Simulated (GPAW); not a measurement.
# Zn7CoO8 (ZnO32 Co2 d4p57): parallel and opposed starts

Aim: find out whether Zn7CoO8 (ZnO32 Co2 d4p57) carries moments, and which collinear order costs least.

Main program and level: GPAW 26.7.0; PBE; plane waves with GPAW's PAW setups, scalar-relativistic.

### 1. Starting point

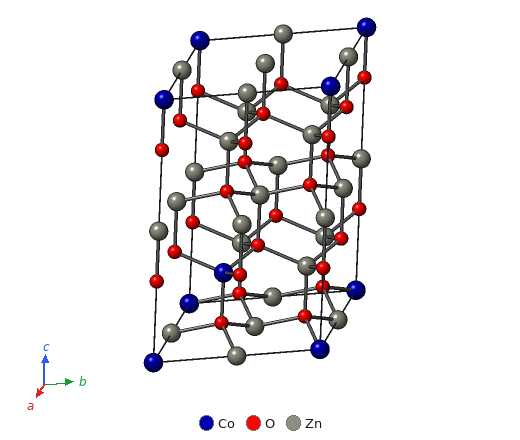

The starting structure, seen slightly off an axis (cobalt blue, oxygen red, zinc grey). Bonds to atoms that aren't drawn are left out. Some periodic images of atoms are drawn too.

The cell is a made-up one and need not be a known phase.

### 2. Run 1 (ferro ++)

Parallel moments need no larger cell; this start tests for a ferromagnetic state only.

order1.py reads:

```python
import json
import numpy as np
from ase import Atoms
from ase.parallel import paropen, parprint
from gpaw import GPAW

atoms = Atoms(['Co', 'O', 'Zn', 'O', 'Zn', 'O', 'Zn', 'O', 'Zn', 'O', 'Zn', 'O', 'Zn', 'O', 'Zn', 'O', 'Zn', 'O', 'Co', 'O', 'Zn', 'O', 'Zn', 'O', 'Zn', 'O', 'Zn', 'O', 'Zn', 'O', 'Zn', 'O'],
    cell=[[6.5, 0.0, 0.0],
         [-3.25, 5.629165, 0.0],
         [0.0, 0.0, 10.414]],
    scaled_positions=[[0.0, 0.0, 0.0],
         [0.166667, 0.333333, 0.059],
         [0.166667, 0.333333, 0.25],
         [0.0, 0.0, 0.309],
         [0.0, 0.0, 0.5],
         [0.166667, 0.333333, 0.559],
         [0.166667, 0.333333, 0.75],
         [0.0, 0.0, 0.809],
         [0.0, 0.5, 0.0],
         [0.166667, 0.833333, 0.059],
         [0.166667, 0.833333, 0.25],
         [0.0, 0.5, 0.309],
         [0.0, 0.5, 0.5],
         [0.166667, 0.833333, 0.559],
         [0.166667, 0.833333, 0.75],
         [0.0, 0.5, 0.809],
         [0.5, 0.0, 0.0],
         [0.666667, 0.333333, 0.059],
         [0.666667, 0.333333, 0.25],
         [0.5, 0.0, 0.309],
         [0.5, 0.0, 0.5],
         [0.666667, 0.333333, 0.559],
         [0.666667, 0.333333, 0.75],
         [0.5, 0.0, 0.809],
         [0.5, 0.5, 0.0],
         [0.666667, 0.833333, 0.059],
         [0.666667, 0.833333, 0.25],
         [0.5, 0.5, 0.309],
         [0.5, 0.5, 0.5],
         [0.666667, 0.833333, 0.559],
         [0.666667, 0.833333, 0.75],
         [0.5, 0.5, 0.809]],
    pbc=True,
    magmoms=[3.0, 0.0, 0.0, 0.0, 0.0, 0.0, 0.0, 0.0, 0.0, 0.0, 0.0, 0.0, 0.0, 0.0, 0.0, 0.0, 0.0, 0.0, 3.0, 0.0, 0.0, 0.0, 0.0, 0.0, 0.0, 0.0, 0.0, 0.0, 0.0, 0.0, 0.0, 0.0])
atoms.calc = GPAW(mode={'name': 'pw', 'ecut': 600},
    xc='PBE',
    kpts={'size': (5, 5, 3), 'gamma': True},
    occupations={'name': 'fermi-dirac', 'width': 0.05},
    convergence={'density': 1e-05, 'energy': 1e-05},
    maxiter=200,
    mixer={'name': 'pulay', 'beta': 0.05, 'nmaxold': 6, 'weight': 50},
    symmetry={'tolerance': 1e-4},
    txt='order1.txt')
e = atoms.get_potential_energy(force_consistent=True)
res = {'free_energy': e, 'energy_sigma0': atoms.get_potential_energy(), 'fermi_energy': atoms.calc.get_fermi_level()}
res['moments'] = atoms.get_magnetic_moments().tolist()
res['total'] = atoms.get_magnetic_moment()
parprint('site moments (muB):', np.round(res['moments'], 3))
parprint(f"total moment: {res['total']:.3f} muB")
parprint(f'free energy: {e:.6f} eV')
atoms.calc.write('order1.gpw')
with paropen('results.json', 'w') as f:
    json.dump(res, f)
```

Started as:

```
> OMP_NUM_THREADS=1 mpirun -n 8 gpaw python order1.py > order1.log
```

Output:

```text
site moments (muB): [ 2.450e+00  5.700e-02  1.000e-02 -0.000e+00  0.000e+00  3.000e-03
  3.000e-03  5.200e-02  1.100e-02  5.700e-02  1.000e-02  5.900e-02
  3.000e-03  3.000e-03  3.000e-03  1.000e-03  1.100e-02  5.000e-02
  2.449e+00  5.900e-02  3.000e-03  1.000e-03  0.000e+00  1.000e-03
  1.100e-02  5.700e-02  1.000e-02  5.900e-02  3.000e-03  3.000e-03
  3.000e-03  1.000e-03]
total moment: 6.070 muB
free energy: -157.284302 eV

--- order1.txt ---
Input parameters:
  mode=PW(ecut=600),
  convergence={'density': 1e-05, 'energy': 1e-05},
  kpts=MonkhorstPack(size=(5, 5, 3), gamma=True),
  maxiter=200,
  mixer=Pulay(name='pulay', nmaxold=6, beta=0.05, weight=50, sigma=0.015, g_ss=None),
  occupations=Occupations(name='fermi-dirac', width=0.05),
  symmetry=Symmetry(tolerance=0.0001),
  xc=XC(name='PBE')

Diagonalizing LCAO Hamiltonian
Converting LCAO to pw mode

          Zn      Zn
         O       O
           OZn     OZn
          O       O
            O       O
         Zn      Zn
           Zn      Zn
         OZn     OZn
            Zn      Co
          OO      OO

         Zn O    Zn O
           Co      Zn

Atoms  # Å, Bohr magnetons
|    | symbol |         x |        y |        z |    initial magnetic moments |
|----|--------|-----------|----------|----------|-----------------------------|
|  0 |     Co |  0.000000 | 0.000000 | 0.000000 | ( 0.0000,  0.0000,  3.0000) |
|  1 |      O |  0.000003 | 1.876386 | 0.614426 | ( 0.0000,  0.0000,  0.0000) |
|  2 |     Zn |  0.000003 | 1.876386 | 2.603500 | ( 0.0000,  0.0000,  0.0000) |
|  3 |      O |  0.000000 | 0.000000 | 3.217926 | ( 0.0000,  0.0000,  0.0000) |
|  4 |     Zn |  0.000000 | 0.000000 | 5.207000 | ( 0.0000,  0.0000,  0.0000) |
|  5 |      O |  0.000003 | 1.876386 | 5.821426 | ( 0.0000,  0.0000,  0.0000) |
|  6 |     Zn |  0.000003 | 1.876386 | 7.810500 | ( 0.0000,  0.0000,  0.0000) |
|  7 |      O |  0.000000 | 0.000000 | 8.424926 | ( 0.0000,  0.0000,  0.0000) |
|  8 |     Zn | -1.625000 | 2.814583 | 0.000000 | ( 0.0000,  0.0000,  0.0000) |
|  9 |      O | -1.624997 | 4.690969 | 0.614426 | ( 0.0000,  0.0000,  0.0000) |
| 10 |     Zn | -1.624997 | 4.690969 | 2.603500 | ( 0.0000,  0.0000,  0.0000) |
| 11 |      O | -1.625000 | 2.814583 | 3.217926 | ( 0.0000,  0.0000,  0.0000) |
| 12 |     Zn | -1.625000 | 2.814583 | 5.207000 | ( 0.0000,  0.0000,  0.0000) |
| 13 |      O | -1.624997 | 4.690969 | 5.821426 | ( 0.0000,  0.0000,  0.0000) |
| 14 |     Zn | -1.624997 | 4.690969 | 7.810500 | ( 0.0000,  0.0000,  0.0000) |
| 15 |      O | -1.625000 | 2.814583 | 8.424926 | ( 0.0000,  0.0000,  0.0000) |
| 16 |     Zn |  3.250000 | 0.000000 | 0.000000 | ( 0.0000,  0.0000,  0.0000) |
| 17 |      O |  3.250003 | 1.876386 | 0.614426 | ( 0.0000,  0.0000,  0.0000) |
| 18 |     Co |  3.250003 | 1.876386 | 2.603500 | ( 0.0000,  0.0000,  3.0000) |
| 19 |      O |  3.250000 | 0.000000 | 3.217926 | ( 0.0000,  0.0000,  0.0000) |
| 20 |     Zn |  3.250000 | 0.000000 | 5.207000 | ( 0.0000,  0.0000,  0.0000) |
| 21 |      O |  3.250003 | 1.876386 | 5.821426 | ( 0.0000,  0.0000,  0.0000) |
| 22 |     Zn |  3.250003 | 1.876386 | 7.810500 | ( 0.0000,  0.0000,  0.0000) |
| 23 |      O |  3.250000 | 0.000000 | 8.424926 | ( 0.0000,  0.0000,  0.0000) |
| 24 |     Zn |  1.625000 | 2.814583 | 0.000000 | ( 0.0000,  0.0000,  0.0000) |
| 25 |      O |  1.625003 | 4.690969 | 0.614426 | ( 0.0000,  0.0000,  0.0000) |
| 26 |     Zn |  1.625003 | 4.690969 | 2.603500 | ( 0.0000,  0.0000,  0.0000) |
| 27 |      O |  1.625000 | 2.814583 | 3.217926 | ( 0.0000,  0.0000,  0.0000) |
| 28 |     Zn |  1.625000 | 2.814583 | 5.207000 | ( 0.0000,  0.0000,  0.0000) |
| 29 |      O |  1.625003 | 4.690969 | 5.821426 | ( 0.0000,  0.0000,  0.0000) |
| 30 |     Zn |  1.625003 | 4.690969 | 7.810500 | ( 0.0000,  0.0000,  0.0000) |
| 31 |      O |  1.625000 | 2.814583 | 8.424926 | ( 0.0000,  0.0000,  0.0000) |

Unit cell  # Å
| periodic |         x |        y |         z |   lengths |     angles |
|----------|-----------|----------|-----------|-----------|------------|
|      yes |  6.500000 | 0.000000 |  0.000000 |  6.500000 |  90.000000 |
|      yes | -3.250000 | 5.629165 |  0.000000 |  6.500000 |  90.000000 |
|      yes |  0.000000 | 0.000000 | 10.414000 | 10.414000 | 120.000001 |

Number of symmetries: 6

BZ-sampling:
  Number of BZ points: 75
  Number of IBZ points: 12

  Monkhorst-Pack size: [5, 5, 3]
  Monkhorst-Pack shift: [0, 0, 0]

K-points  # in reciprocal-cell coordinates
|     |                                coordinates |     weight |
|-----|--------------------------------------------|------------|
|   0 | (  0.00000000,   0.00000000,   0.00000000) | 0.01333333 |
|   1 | (  0.00000000,   0.00000000,   0.33333333) | 0.02666667 |
|   2 | (  0.20000000,   0.00000000,  -0.33333333) | 0.08000000 |
|   3 | (  0.20000000,   0.00000000,   0.00000000) | 0.08000000 |
|   4 | (  0.20000000,   0.00000000,   0.33333333) | 0.08000000 |
|   5 | (  0.40000000,  -0.20000000,   0.00000000) | 0.08000000 |
|   6 | (  0.40000000,  -0.20000000,   0.33333333) | 0.16000000 |
|   7 | (  0.40000000,   0.00000000,  -0.33333333) | 0.08000000 |
|   8 | (  0.40000000,   0.00000000,   0.00000000) | 0.08000000 |
|   9 | (  0.40000000,   0.00000000,   0.33333333) | 0.08000000 |
| ... |                                            |            |
|  11 | (  0.40000000,   0.40000000,   0.33333333) | 0.16000000 |

Plane wave coefficients: 12735
Cutoff: 600.0 eV

Spin-components: 2 (collinear spins)
Bands:           177
Projectors:      176
Spin-degeneracy: 1
Datatype:        complex128

Parallelization:
  kpt:    8
  domain: 1
  band:   1

Density:
  Valence electrons: 282.0
  Components: 2
  Grid points: [40 40 60]
  Charge: 0.0  # |e|

Potential:
  Grid points: [40 40 60]

species:
  Co:
    name:    Cobalt
    Z:       27.0
    valence: 9
    core:    18
    charge:  0.0  # [|e|]
    compensation charges:
      type: gauss
      rc: 0.32  # [Å]
      lmax: 2
    cutoffs:
      filter: 1.87  # [Å]
      core: 2.55  # [Å]
    projectors
    | kind |    occ | energy [eV] | rcut [Å] |
    |------|--------|-------------|----------|
    |   4s |  2.000 |      -5.469 |    1.005 |
    |   4p |  0.000 |      -1.277 |    1.058 |
    |   3d |  7.000 |      -8.205 |    1.005 |
    |    s |        |      21.742 |    1.005 |
    |    p |        |      25.934 |    1.058 |
    |    d |        |      19.007 |    1.005 |

    Using partial waves for Co as LCAO basis

  O:
    name:    Oxygen
    Z:       8.0
    valence: 6
    core:    2
    charge:  0.0  # [|e|]
    compensation charges:
      type: gauss
      rc: 0.21  # [Å]
      lmax: 2
    cutoffs:
      filter: 1.17  # [Å]
      core: 0.83  # [Å]
    projectors
    | kind |    occ | energy [eV] | rcut [Å] |
    |------|--------|-------------|----------|
    |   2s |  2.000 |     -23.961 |    0.688 |
    |   2p |  4.000 |      -9.029 |    0.598 |
    |    s |        |       3.251 |    0.688 |
    |    p |        |      18.182 |    0.598 |
    |    d |        |       0.000 |    0.619 |

    Using partial waves for O as LCAO basis

  Zn:
    name:    Zinc
    Z:       30.0
    valence: 12
    core:    18
    charge:  0.0  # [|e|]
    compensation charges:
      type: gauss
      rc: 0.37  # [Å]
      lmax: 2
    cutoffs:
      filter: 2.14  # [Å]
      core: 2.28  # [Å]
    projectors
    | kind |    occ | energy [eV] | rcut [Å] |
    |------|--------|-------------|----------|
    |   4s |  2.000 |      -5.977 |    1.286 |
    |   4p |  0.000 |      -1.117 |    1.270 |
    |   3d | 10.000 |     -10.142 |    1.180 |
    |    s |        |      21.234 |    1.286 |
    |    p |        |      26.095 |    1.270 |
    |    d |        |      17.070 |    1.180 |

    Using partial waves for Zn as LCAO basis

Reference energy: -792517.629771  # eV

eigensolver:
  PPCG
  Converge bands: occupied
  niter=2

density mixing:
  Pulay-Mixer
  Linear mixing parameters: 0.05
  Old densities: 6
  Fourier metric: weight=50, sigma=0.015

occupation numbers:
  Fermi-Dirac:
    width: 0.0500  # eV

poisson solver:
  ecut: 4800.0  # eV

xc functional:
  name: PBE with 2 nearest neighbor stencil

convergence criteria:
- Maximum integral of absolute [dens]ity change: 1e-05 electrons / valence electron
- Maximum [total energy] change in last 3 cyles: 1e-05 eV / valence electron
- Maximum integral of absolute [eigenst]ate change: 4e-08 eV^2 / valence electron
maximum number of iterations: 200

SCF iterations
|iter     |      energy | eigst |  dens |  magmom |
|---------|-------------|-------|-------|---------|
|iter:   1|       0s | -179.533431 | +0.88 |       |  +6.0024|
|iter:   2|      36s | -173.123015 | -0.13 | -0.95 |  +6.0031|
|iter:   3|      72s | -156.673211 | +0.70 | -1.00 |  +6.0108|
|iter:   4|     108s | -157.104161 | -0.14 | -1.40 |  +6.0264|
|iter:   5|     144s | -157.295499 | -1.09 | -1.44 |  +6.0812|
|iter:   6|     180s | -157.230548 | -1.21 | -1.71 |  +6.1077|
|iter:   7|     217s | -157.262733 | -1.46 | -1.98 |  +6.1247|
|iter:   8|     253s | -157.259116 | -1.86 | -2.11 |  +6.1313|
|iter:   9|     289s | -157.268168 | -1.87 | -2.23 |  +6.1333|
|iter:  10|     325s | -157.263125 | -2.78 | -2.67 |  +6.1257|
[... 11 iterations left out ...]
|iter:  22|     754s | -157.271419c| -5.94 | -3.75 |  +6.0767|
|iter:  23|     790s | -157.271478c| -5.33 | -3.82 |  +6.0719|
|iter:  24|     826s | -157.271488c| -6.18 | -4.22 |  +6.0717|
|iter:  25|     862s | -157.271495c| -6.58 | -4.36 |  +6.0713|
|iter:  26|     899s | -157.271501c| -6.96 | -4.43 |  +6.0711|
|iter:  27|     936s | -157.271512c| -6.86 | -4.52 |  +6.0705|
|iter:  28|     973s | -157.271512c| -7.10 | -4.72 |  +6.0702|
|iter:  29|    1010s | -157.271511c| -7.46c| -4.86 |  +6.0701|
|iter:  30|    1028s | -157.271511c| -7.79c| -4.99 |  +6.0700|
|iter:  31|    1047s | -157.271510c| -7.56c| -5.05c|  +6.0699|

Converged in 31 steps
Energy contributions relative to reference atoms: (reference = -792517.629771)

Energy contributions:
  Kinetic:         348.581510
  Coulomb:        -303.594270
  Zero:              1.880508
  External:          0.000000
  Xc:             -204.126465
  Entropy:          -0.025585
  Spinorbit:         0.000000
  ----------------------------
  Free energy:    -157.284302
  Extrapolated:   -157.271510

dipole moment: (-76.834301, -101.854761, -98.382344)  # |e|*Ang

Total magnetic moment: (0.000000, 0.000000, 6.069930)

Local magnetic moments
|        x |        y |         z |
|----------|----------|-----------|
| 0.000000 | 0.000000 |  2.449732 |  # Co   0
| 0.000000 | 0.000000 |  0.056766 |  # O    1
| 0.000000 | 0.000000 |  0.010216 |  # Zn   2
| 0.000000 | 0.000000 | -0.000043 |  # O    3
| 0.000000 | 0.000000 |  0.000215 |  # Zn   4
| 0.000000 | 0.000000 |  0.003392 |  # O    5
| 0.000000 | 0.000000 |  0.003408 |  # Zn   6
| 0.000000 | 0.000000 |  0.052005 |  # O    7
| 0.000000 | 0.000000 |  0.010817 |  # Zn   8
| 0.000000 | 0.000000 |  0.056766 |  # O    9
| 0.000000 | 0.000000 |  0.010216 |  # Zn  10
| 0.000000 | 0.000000 |  0.059160 |  # O   11
| 0.000000 | 0.000000 |  0.002772 |  # Zn  12
| 0.000000 | 0.000000 |  0.003392 |  # O   13
| 0.000000 | 0.000000 |  0.003408 |  # Zn  14
| 0.000000 | 0.000000 |  0.001125 |  # O   15
[...]
| 0.000000 | 0.000000 |  0.000274 |  # Zn  22
| 0.000000 | 0.000000 |  0.001125 |  # O   23
| 0.000000 | 0.000000 |  0.010817 |  # Zn  24
| 0.000000 | 0.000000 |  0.056766 |  # O   25
| 0.000000 | 0.000000 |  0.010216 |  # Zn  26
| 0.000000 | 0.000000 |  0.059160 |  # O   27
| 0.000000 | 0.000000 |  0.002772 |  # Zn  28
| 0.000000 | 0.000000 |  0.003392 |  # O   29
| 0.000000 | 0.000000 |  0.003408 |  # Zn  30
| 0.000000 | 0.000000 |  0.001125 |  # O   31

Fermi level: 5.539
Eigenvalues  # (at kpt = [0.000, 0.000, 0.000])
| band index |      eig [eV] | occ [0-1] |      eig [eV] | occ [0-1] |
|------------|---------------|-----------|---------------|-----------|
|          0 |       -14.057 |     1.000 |       -13.986 |     1.000 |
|        ... |               |           |               |           |
|        134 |         4.015 |     1.000 |         4.978 |     1.000 |
|        135 |         4.077 |     1.000 |         5.269 |     0.996 |
|        136 |         4.077 |     1.000 |         5.271 |     0.995 |
|        137 |         4.108 |     1.000 |         5.331 |     0.985 |
|        138 |         4.108 |     1.000 |         5.334 |     0.984 |
|        139 |         4.418 |     1.000 |         6.675 |     0.000 |
|        140 |         4.418 |     1.000 |         6.855 |     0.000 |
|        141 |         4.453 |     1.000 |         6.912 |     0.000 |
|        142 |         4.611 |     1.000 |         6.915 |     0.000 |
|        143 |         4.611 |     1.000 |         6.919 |     0.000 |
|        144 |         4.898 |     1.000 |         6.921 |     0.000 |
|        145 |         7.536 |     0.000 |         7.660 |     0.000 |
|        146 |         7.540 |     0.000 |         7.674 |     0.000 |
|        147 |         9.305 |     0.000 |         9.332 |     0.000 |
|        148 |         9.791 |     0.000 |         9.816 |     0.000 |
|        149 |         9.791 |     0.000 |         9.816 |     0.000 |
|        ... |               |           |               |           |
|        176 |        14.612 |     0.000 |        15.063 |     0.000 |

No gap
No difference between direct/indirect transitions
```

Run time: 19 min. Hardware: 8 MPI ranks of Arm Neoverse N1, shared host; peak memory 5.2 GiB; 2.5 h of CPU time.

Spin moment in the augmentation sphere by element, in μB:

```tsv
element	atoms	mean	spread (r.m.s.)	least	largest
Co	2	2.45	0.00	2.45	2.45
O	16	0.03	0.03	0.00	0.06
Zn	14	0.01	0.00	0.00	0.01
```

The atoms farthest from the mean of their element:

```tsv
atom	x, y, z (Å)	spin moment in the augmentation sphere (μB)
O12	-1.62, 2.81, 3.22	0.06
O20	3.25, 0.00, 3.22	0.06
O28	1.62, 2.81, 3.22	0.06
O4	0.00, 0.00, 3.22	0.00
O24	3.25, 0.00, 8.42	0.00
O32	1.62, 2.81, 8.42	0.00
O16	-1.62, 2.81, 8.42	0.00
O22	3.25, 1.88, 5.82	0.00
```

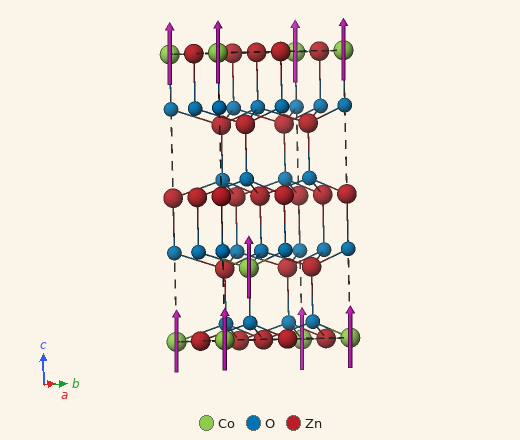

Spin moment in the augmentation sphere as arrows, the longest 2.45 μB. Up and down stand for the sign. Arrows give size and sign along the axis of quantisation, drawn up and down the page. Bonds to atoms that aren't drawn are left out. Some periodic images of atoms are drawn too.

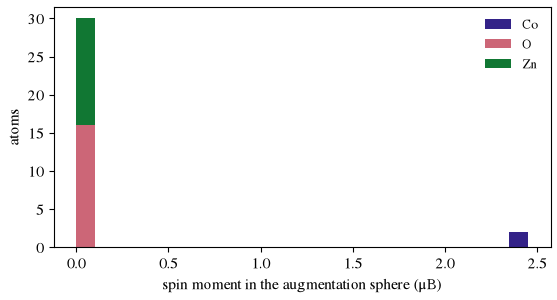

Spin moment in the augmentation sphere as a stacked histogram.

Read from the output:

| Quantity | Value |
| --- | --- |
| magnetization | 6.070 μB |
| final state | ferromagnetic |

After 31 cycles the largest moment stands at 2.45 μB.

(Part 1 of 2 ends here.)

[Logs and program files are shortened in this print: banners, set-up blocks, solver, clock and traceback lines can be left out without a mark of their own.]

[Logs are printed without paths, hosts, clocks, repeated set-up lines and the standing remarks that a program may print on its own settings, such as how far it seeks lower states.]

[Hosts, paths, dates, database ids (printed as entryN), source tags and the programs' standing remarks are cut or masked in the printed files.]

[Where a cell is said to come from a database of computed structures, the database is the Materials Project.]
